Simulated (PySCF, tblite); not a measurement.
**C₅H₁₀F₂O₂Si: geometry, infrared bands and NMR shifts**

Aim: predict the infrared bands and NMR shifts of C₅H₁₀F₂O₂Si (`FC(F)OCO[SiH]1CCC1`).

The runs use tblite 0.8.0 and PySCF 2.14.0, with density-fitted response routines of our own; the level of theory stands in each step. All values are computed, except where a source is named. Atoms are numbered from 0 throughout.

### 1 The starting structure

20 atoms, charge 0, multiplicity 1; geometry from: force field or distance geometry start.

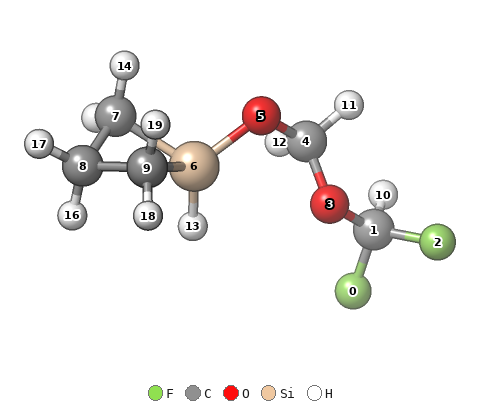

As it starts; fluorine green, carbon grey, oxygen red, silicon light orange, hydrogen white, atoms numbered; sticks join atoms by distance.

### 2 Optimising the geometry with GFN2-xTB

The job: settings as JSON, then the geometry in Å.

```
{"job": {"kind": "relax", "xc": "GFN2-xTB", "basis": "xTB"}, "charge": 0, "multiplicity": 1}
F      3.700900    -1.139600     1.040700
C      3.526100    -0.118200     0.108100
F      4.493700     0.842800     0.438000
O      2.248400     0.404600     0.117600
C      1.621700     0.340900    -1.100000
O      0.326300     0.869300    -1.087400
Si    -0.626700     0.014900     0.000200
C     -2.228200    -0.486500    -0.806100
C     -2.892500    -0.367300     0.524100
C     -2.068800     0.877800     0.764300
H      3.832100    -0.496500    -0.884100
H      2.239700     0.836600    -1.905100
H      1.537500    -0.708200    -1.438600
H      0.000500    -1.076900     0.737200
H     -2.510400     0.274700    -1.560600
H     -2.153600    -1.524200    -1.163300
H     -2.618100    -1.184600     1.243300
H     -3.988000    -0.187300     0.433600
H     -2.029400     1.059900     1.876300
H     -2.416400     1.778600     0.249100
```

On the command line:

```console
$ OMP_NUM_THREADS=1 python probes_run.py task.json out
```

This one command runs all jobs of the session in turn.

**Question.** This job is followed by: GFN2-xTB harmonic vibrations, gas phase; GIAO PBE0/pcSseg-1 NMR shielding, non-relativistic, gas phase. Predict these results of the whole session: strongest single infrared mode (GFN2-xTB); zero-point energy (GFN2-xTB); ¹³C shifts against TMS (PBE0/pcSseg-1, means over atoms taken as alike); ¹H shifts against TMS (PBE0/pcSseg-1, means over atoms taken as alike); ¹⁹F shifts against CFCl3 (PBE0/pcSseg-1, means over atoms taken as alike); ¹⁷O shifts against H2O (PBE0/pcSseg-1); ²⁹Si shifts against TMS (PBE0/pcSseg-1).

As calculated:

| quantity | value |
| --- | --- |
| strongest single infrared mode (GFN2-xTB) | 1093 cm⁻¹, 346 km/mol |
| zero-point energy (GFN2-xTB) | 93.2 kcal/mol |
| ¹³C shifts against TMS (PBE0/pcSseg-1, means over atoms taken as alike) | 122.0, 88.1, 21.0, 15.4 ppm |
| ¹H shifts against TMS (PBE0/pcSseg-1, means over atoms taken as alike) | 6.69, 5.77, 5.37, 2.04, 1.82, 1.80, 1.52 ppm |
| ¹⁹F shifts against CFCl3 (PBE0/pcSseg-1, means over atoms taken as alike) | -110.2 ppm |
| ¹⁷O shifts against H2O (PBE0/pcSseg-1) | 147.5, 81.8 ppm |
| ²⁹Si shifts against TMS (PBE0/pcSseg-1) | 0.6 ppm |

What this shows: Over 276 steps the energy fell by 1.636 eV; of the close pairs, Si6–C9 changed most, 1.846 to 1.906 Å. No mode is imaginary among the 54: a minimum at this level. The strongest single mode, at 1093 cm⁻¹, has its largest shares on C1, F0, O5 and C4 (the list is cut at 4 atoms). GFN2-xTB is a fitted tight-binding method: band positions and strengths are rough. Its intensities can rank the bands wrongly. The most deshielded hydrogen is H10 (hydrogen on an sp3 CH bonded to 2 F and O), at 6.69 ppm: its carbon carries F and O, hence the downfield position. At PBE0/pcSseg-1: The widest tensor belongs to F0, F2: span 163 ppm, with a paramagnetic part of -187 ppm.
